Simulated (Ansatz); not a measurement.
## Fields on a plane of AlNi3 (Cu3Au type)

```xyz
4
Lattice="3.5668 0.0000 0.0000 0.0000 3.5668 0.0000 0.0000 0.0000 3.5668" Properties=species:S:1:pos:R:3 pbc="T T T"
Ni     0.0000     1.7834     1.7834
Ni     1.7834     1.7834     0.0000
Ni     1.7834     0.0000     1.7834
Al     0.0000     0.0000     0.0000
```

The slice is a {100} plane (indices of the conventional cell) through the point (0.500, 0.500, 0.000) (fractional), spanned by u = [100] and v = [010] in vectors of this cell: u (3.57 Å) and v (3.57 Å, at 90° to u). It covers one period; positions are fractions (u, v).

Atoms on it: Ni at (0.00, 0.00); Al at (0.50, 0.50).

These are PBE (plane waves to 420 eV, PAW, scalar-relativistic; Ansatz, a first-principles code) values and carry that method's errors. k mesh 13×13×13. Near the nuclei the fields are pseudised (PAW); where an atom keeps semicore shells as valence, they peak there. AlNi3 was relaxed with its symmetry unable to fall. Relaxed AlNi3 ends ferromagnetic. Other magnetic orders were not checked, so this need not be the ground state.

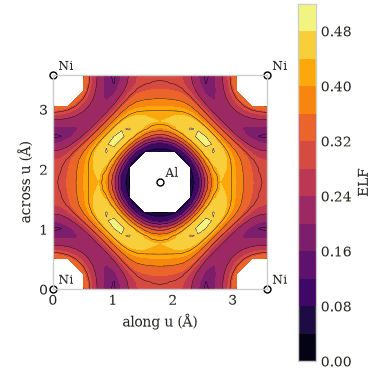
Figure. Electron localisation function (ELF), one period of the plane, atoms marked. Points within 0.5 Å of a nucleus are left white, as the pseudised field means little there.

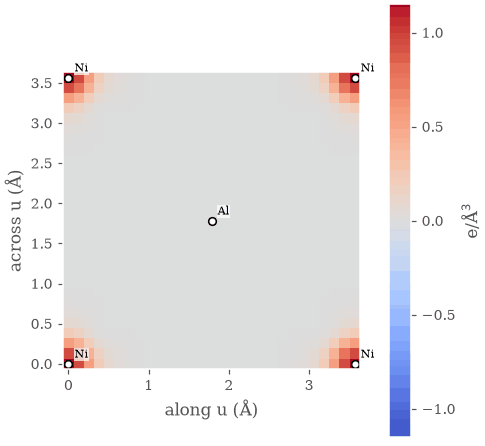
Figure: Spin density, up minus down in e/Å³, one period of the plane, atoms marked. 

- Density on the Ni–Al line (2.52 Å) at its midpoint = 0.29 e/Å³
- ELF at that point = 0.38
